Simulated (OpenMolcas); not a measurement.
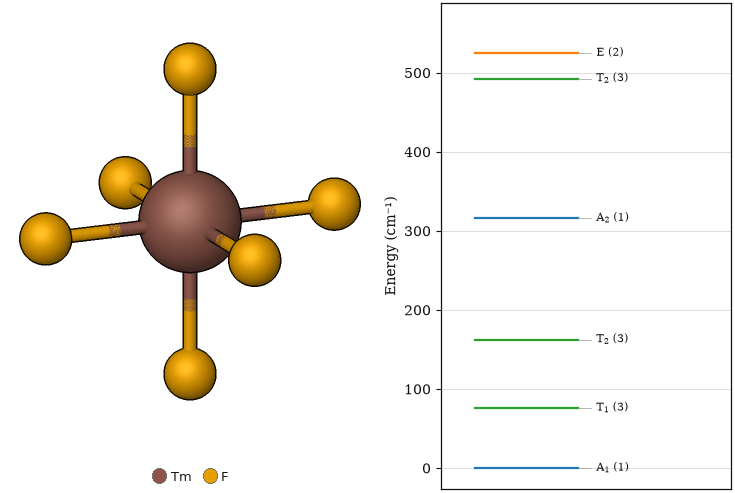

Tm³⁺ (4f¹²) as a dopant in Cs₂NaYF₆, a cluster with its 6 nearest F⁻ at 2.178 Å (octahedron) embedded in model potentials and point charges; the geometry was set, not optimised, and its levels. Labels give the representation in O, Td, D4 or D3 as the site allows (double group for half-integer spin) where it could be assigned and, in brackets, the degeneracy; spin-free states, where drawn, share the zero of the spin-orbit levels. Computed with OpenMolcas: state-averaged CASSCF, active space 12 electrons in the shell 4f, basis ANO-RCC-VDZP on all atoms, DKH2 scalar Hamiltonian, spin-orbit coupling by RASSI with atomic mean-field integrals.

> Give the ground level and the first gap.

The ground level is A₁, non-degenerate, 99 % from states of spin multiplicity 3, effective J = 5.99, with |mJ| = 4 the largest share (87 %). The next level lies at 76 cm⁻¹ (T₁). The lowest J multiplet spreads over 525 cm⁻¹. The active orbitals hold 100 % metal character (Löwdin), and the Mulliken charge of the metal is +2.40.

Caveat: the geometry is set by hand, with no relaxation and no charge compensation.
